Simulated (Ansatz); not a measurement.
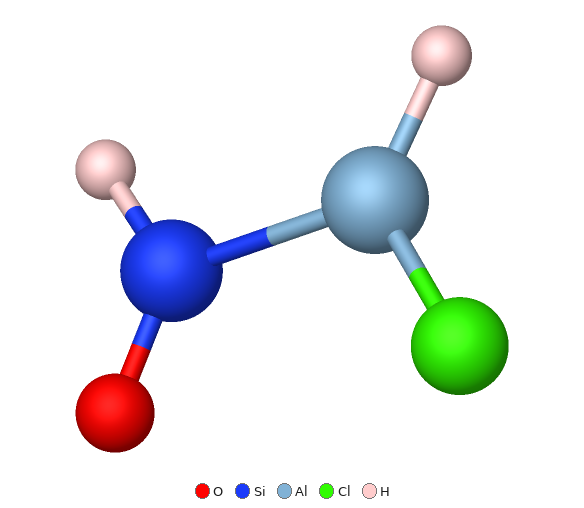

Ball-and-stick drawing of a structure. Every bond is drawn as one stick, whatever its order.

> Count the atoms of each element.

AlClH2OSi, 6 atoms: 1 aluminium, 1 chlorine, 2 hydrogen, 1 oxygen and 1 silicon.

> How many atoms are distinct by symmetry?

6: 1 O, 1 Si, 1 Al, 1 Cl, 1 H, 1 H.

> How many bonds of each kind are drawn?

1 O–Si, 1 Al–Si, 1 Si–H, 1 Al–Cl, 1 Al–H. Sticks follow a distance rule.

The parts below concern this one geometry. Atoms keep their numbers from picture to picture. The computed structure is the end point of a PBE0-D4/def2-TZVP optimisation. No frequency run is at hand to confirm it as a minimum.

## Shape

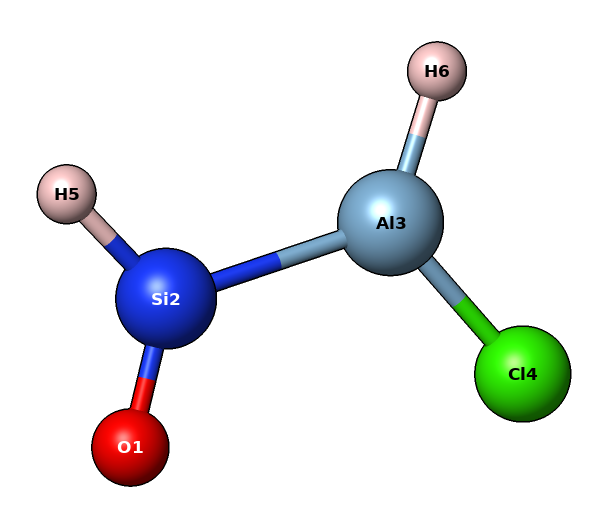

No frequency run is at hand to confirm it as a minimum.

What are the angles O1–Si2–Al3, O1–Si2–H5, Al3–Si2–H5, Si2–Al3–Cl4, Si2–Al3–H6, Cl4–Al3–H6?

```csv
angle,degrees
O1–Si2–Al3,120.8
O1–Si2–H5,121.0
Al3–Si2–H5,118.2
Si2–Al3–Cl4,115.7
Si2–Al3–H6,124.7
Cl4–Al3–H6,119.6
```

## Dipole moment

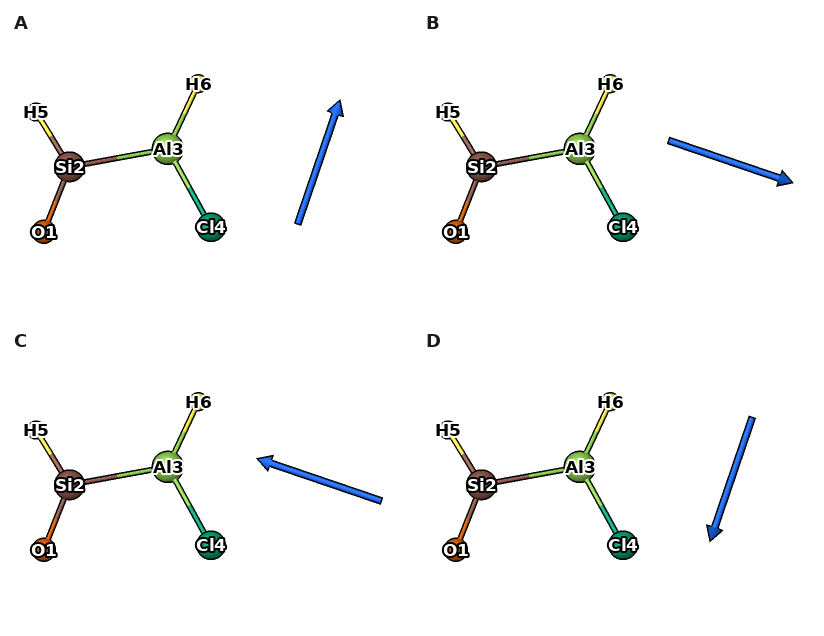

The same molecule four times, each with an arrow. No frequency run is at hand to confirm it as a minimum. Level of theory: RKS PBE0-D4/def2-TZVP (Ansatz 0.2.0).

> Which arrow points along the dipole moment, from the negative to the positive end?

A. The dipole moment is 4.18 D; it points from the side of O1 to the side of H6 (the outermost atoms at the two ends).

## Electronic properties

No frequency run is at hand to confirm it as a minimum. Properties computed with RKS PBE0-D4/def2-TZVPP (Ansatz 0.2.0).

Predict the main results.

- HOMO energy (Kohn–Sham orbital): −7.57 eV
- LUMO energy (Kohn–Sham orbital): −3.36 eV
- HOMO–LUMO gap: 4.20 eV

## Charges

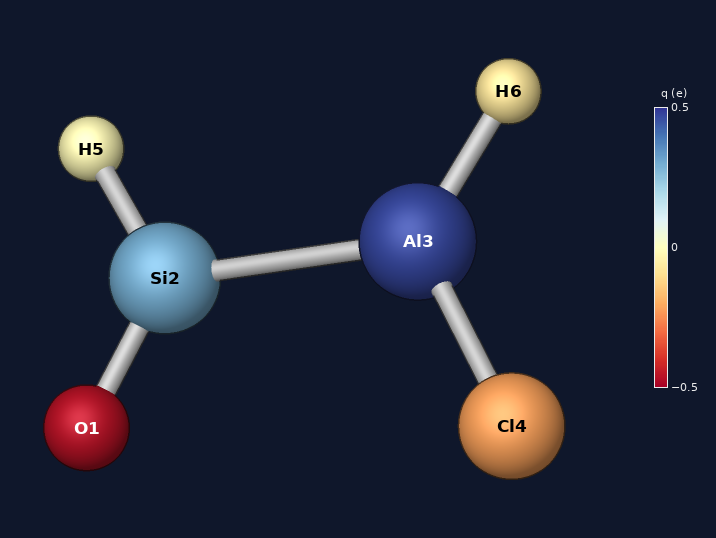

Atoms are coloured by their Mulliken charges. No frequency run is at hand to confirm it as a minimum. Level of theory: RKS PBE0-D4/def2-TZVP (Ansatz 0.2.0).

Give the Mulliken charges atom by atom.

```csv
atom,value (e)
O1,−0.46
Si2,0.30
Al3,0.47
Cl4,−0.22
H5,−0.02
H6,−0.07
```

Mulliken values depend strongly on the basis set and can even reverse the polarity of a bond.
